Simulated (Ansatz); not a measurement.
# C₂H₃ClSi: basis-set convergence

Aim: see how fast density functionals converge with the basis set for C₂H₃ClSi.

Program: Ansatz 0.2.0, Gaussian basis. Level of theory: one geometry, several basis sets. These are calculated values, not measurements.

Plan: PBE0-D4/def2-SVP; ωB97M-V/def2-SVP; PBE0-D4/def2-QZVPP; ωB97M-V/def2-QZVPP; the functionals' def2-TZVPP values are taken from earlier runs.

1 further run of the same task is left out (it didn't finish).

### Step 1. The relaxed structure

An earlier PBE0-D4 in a triple-zeta def2 set relaxation fixed the geometry.

SMILES `ClC1=C[SiH2]1`, 7 atoms, charge 0, spin multiplicity 1.

Atoms are counted from 1 here; the program's logs count them from 0.

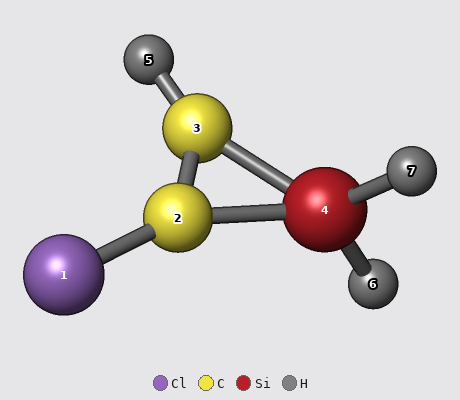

The geometry (chlorine purple, carbon yellow, silicon red, hydrogen grey); atoms are numbered from 1 in the order of the file.

### Step 2. PBE0-D4 in def2-SVP

The input, in.yaml:

```yaml
crystal:
  periodic: [false, false, false]
  atoms:
    - {symbol: Cl, position_ang: [-1.169245, -2.293315, 0.411478]}
    - {symbol: C, position_ang: [-0.358007, -0.819919, 0.163156]}
    - {symbol: C, position_ang: [0.836773, -0.329965, 0.466728]}
    - {symbol: Si, position_ang: [-0.185872, 0.871566, -0.438874]}
    - {symbol: H, position_ang: [1.727498, -0.673809, 0.975570]}
    - {symbol: H, position_ang: [-0.837764, 2.011292, 0.248794]}
    - {symbol: H, position_ang: [0.047816, 1.166150, -1.872551]}
basis:
  gaussian: {orbitals: def2-SVP}
hamiltonian: {xc: pbe0, dispersion: d4}
output: {orbitals: {seedname: orbitals}}
```

Further steps of the session: ωB97M-V in def2-SVP; PBE0-D4 in def2-QZVPP; ωB97M-V in def2-QZVPP.

Before running them: what should the planned runs give, taken together? Wanted: PBE0-D4: double and triple zeta above quadruple; ωB97M-V: double and triple zeta above quadruple.

As calculated:

| quantity | value |
| --- | --- |
| PBE0-D4: double and triple zeta above quadruple | 10.23, 0.75 eV |
| ωB97M-V: double and triple zeta above quadruple | 10.23, 0.70 eV |

In words: For PBE0-D4 the step from double to triple zeta gains 9.48 eV and the next only 0.75 eV. Total energies overstate the basis error of differences, where much of it tends to cancel. The LUMO of ωB97M-V is positive and keeps falling with the basis (1.90 to 0.97 eV): an unbound level that the basis holds in place.
